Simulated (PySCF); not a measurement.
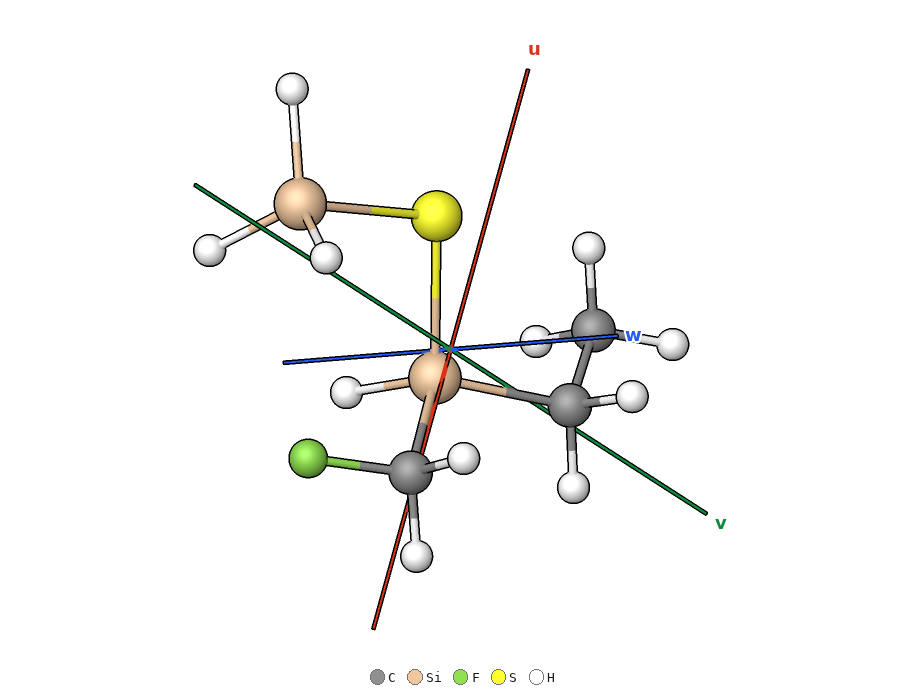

The lines u, v and w are the principal axes of the static dipole polarisability. The computed structure is the end point of a GFN2-xTB optimisation. No frequency run is at hand to confirm it as a minimum. Level of theory: PBE0/def2-SVPD (PySCF 2.14.0).

> Along which axis is the molecule most polarisable, and along which least?

Most along v, least along w.

> Give the three principal values.

u 108.7, v 135.7, w 92.2 bohr³; mean 112.2, anisotropy 38.1 bohr³.

The geometry is semi-empirical. Around Si such bond lengths and angles can be off by a tenth of an ångström or more and by several degrees, and values that hang on the shape move with them.
